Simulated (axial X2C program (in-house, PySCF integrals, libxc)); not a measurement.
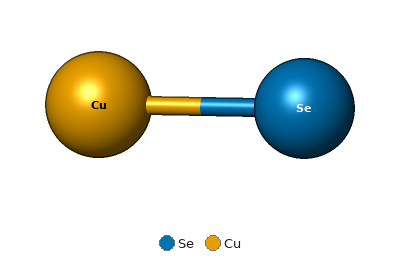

*The molecule at the reference distance of 2.268 Å.*

**Relativistic diatomic calculation for SeCu**

System: SeCu, single determinant with Ω = 3/2.
Method: PBE0, two-component X2C with atomic mean-field Coulomb and Gaunt terms, Se dyall-v3z, Cu dyall-v3z (cores contracted) (axial X2C program (in-house, PySCF integrals, libxc)).

Outcome:

- outcome: converged
- bond length rₑ: 2.266 Å
- ωₑ: 294.6 cm⁻¹
- energy at the minimum: −4083.69580 hartree
- depth below the fragments: 2.82 eV
- hardware: 1 CPU thread, shared host
- wall time: 9.3 s

What is odd here:

This input holds a deliberate oddity: sparse fitting set (auxb = 6.0). The program ran to the end. Its numbers are those of the input as typed; this run alone doesn't show how far the oddity moves them.

The input:
```
{"zs": [34, 29], "q": 0, "bas": ["dyall-v3z", "dyall-v3z"], "levels": ["PBE0", "HF", "r2SCAN0", "PBE"], "cc": false, "r0": 2.22, "npts": 10, "nst": 2, "ntry": 6, "opt": {"auxb": 6.0}}
```

The line is the task of a batch: nuclear charges, charge, bases, the levels to run, a first guess of the distance and further settings. This report covers PBE0 with spin-orbit coupling. The log is that of the reference distance 2.268 Å.

The run was one of a batch that the task file lists, launched with:
```bash
python <driver script> task.json out
```

Output:
```
two-component X2C + atomic mean field  PBE0
basis functions 177  fitting functions 498  grid points 5799
iter        total energy     max residual
   1      -4082.933279460     1.52e+00
   2      -4083.693679981     1.52e-02
   3      -4083.684784479     3.75e-02
   4      -4083.695383933     4.73e-03
   5      -4083.695775701     1.43e-03
   6      -4083.695800597     3.85e-04
   7      -4083.695802104     7.94e-05
   8      -4083.695802217     3.77e-05
   9      -4083.695802259     1.63e-05
  10      -4083.695802264     4.59e-06
  11      -4083.695802264     1.07e-06
converged
one-electron -6139.17511826  Coulomb 1982.50922048  exact exchange -37.94747151  xc functional -117.73518358  nuclear repulsion 230.05675924  atomic mean-field constant -1.40400864
```

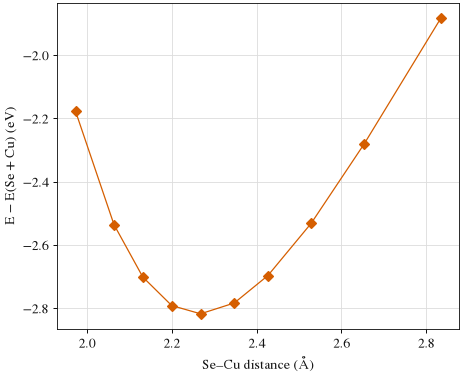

*Energy at 10 bond lengths, for one set of occupations held fixed; the line joins the points.*

A polynomial of degree 6 through 9 points gives rₑ = 2.266 Å, ωₑ = 294.6 cm⁻¹, ωₑxₑ = 0.90 cm⁻¹ and Bₑ = 0.09327 cm⁻¹. The minimum lies 2.82 eV below Se + Cu, each computed as one determinant at the same level.
